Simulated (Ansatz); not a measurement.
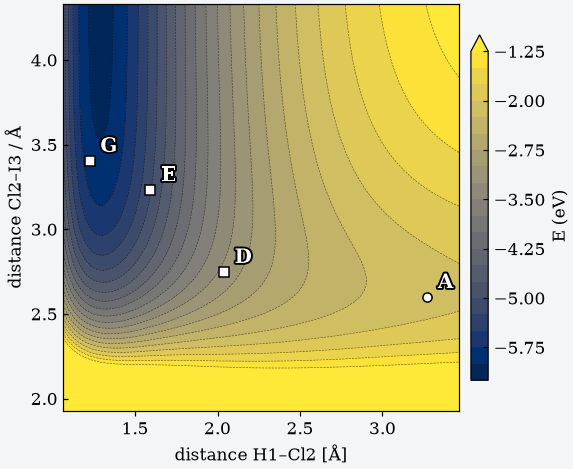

The system H⁻ + ClI. First axis: distance H1–Cl2. Second axis: distance Cl2–I3. Nothing is relaxed (the angle H1–Cl2–I3 is fixed at 120 degrees). The grid has 17 × 17 points. Points are written as (first, second). Energies: eV, counted from H with charge -1 far from the relaxed ClI (each part in its own basis). The reference is spin-restricted, so regions where a bond is pulled apart into radicals lie too high. These are results of RKS PBE0-D4/def2-SVPD (Ansatz 0.2.0), not measurements.

The picture shows filled contours, one colour for all values above the top of the scale, lettered points. Between grid points the surface is interpolated.

> Is E the lowest point of the computed grid?

No. E lies 1.0 eV above the lowest grid point, which is at (1.336 Å, 4.328 Å).

> What kind of point is each of D, E: minimum, saddle, maximum or slope?

D: on a slope; E: on a slope. (In these two coordinates alone; a stationary point may lie a little off the grid point.)

> Rank the lettered points by energy, lowest first.

G (−5.9 eV), E (−5.0 eV), D (−3.2 eV), A (−2.1 eV).
